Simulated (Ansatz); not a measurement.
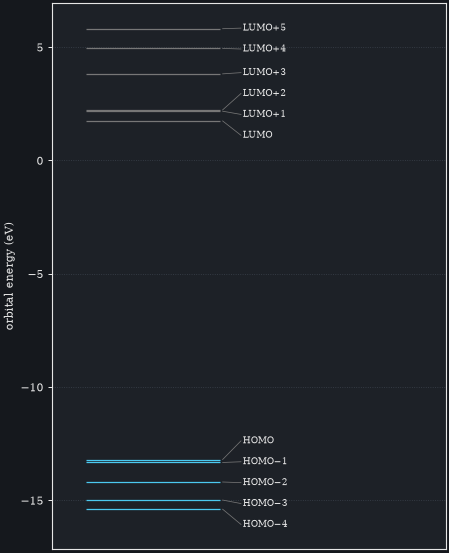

SnHOClF, SMILES [O][Sn@@H]([F])[Cl], doublet. Hartree-Fock orbital energies near the frontier (alpha spin), HF/def2-TZVPP in the Ansatz code, at a PBE0-D4/def2-TZVP geometry (a minimum by its frequencies), isolated molecule; empty levels in grey, levels within 0.03 eV side by side.

Where do the highest filled and lowest empty alpha orbitals lie?

HOMO at −13.20 eV, LUMO at 1.75 eV, 14.94 eV apart.

List the levels.

```
orbital  energy (eV)
 LUMO+5         5.82
 LUMO+4         4.95
 LUMO+3         3.82
 LUMO+2         2.23
 LUMO+1         2.17
   LUMO         1.75
   HOMO       −13.20
 HOMO−1       −13.33
 HOMO−2       −14.19
 HOMO−3       −14.99
 HOMO−4       −15.39
```

Caveats: core potentials past krypton; spin-orbit coupling is left out, and with Sn it can shift these levels and split any degenerate set; empty levels above zero depend strongly on the basis.
